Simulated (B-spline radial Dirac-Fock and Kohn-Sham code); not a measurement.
Manganese in charge state +2 (Mn²⁺) in the configuration [Ar] 3d5, inside a Watson sphere of charge −2 and radius 2.7 Å that stands in for a crystal. The calculation used independent-particle rates on relativistic LDA orbitals of the hole state (multipoles to L = 3), energies from Dirac–Fock ΔSCF (a B-spline radial code). Widths ruled by Coster–Kronig decay come out up to twice the measured ones in this model.

Predict the main features of the following plot. X-ray emission lines that fill an L1 (2s) hole, broadened by a Gaussian of 8.1 eV full width. Lines at much lower energy are not shown. Multiplet splitting by the open shell is left out.

The strongest line is L1-M3 (Lβ3) at 722.2 eV with 62.7 % of the photons, then L1-M2 (Lβ4) at 721.0 eV (33 %), L1-M5 at 774.3 eV (0.061 %), L1-M4 at 774.2 eV (0.041 %). The hole has a width of 5.42 eV and a fluorescence yield of 4.39 × 10⁻⁴.

The result:

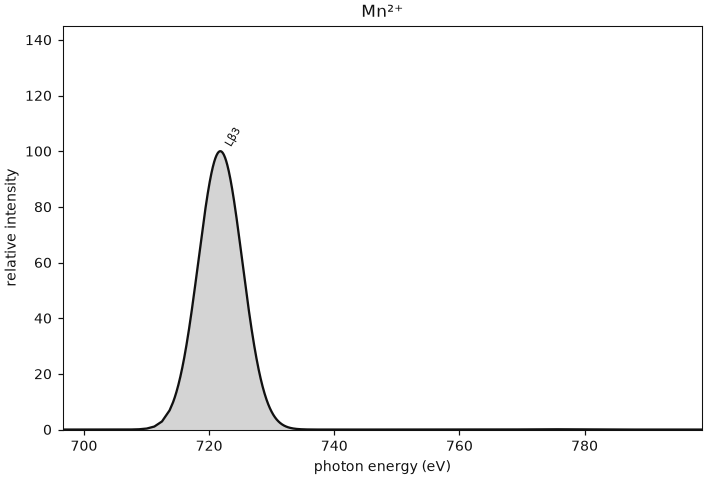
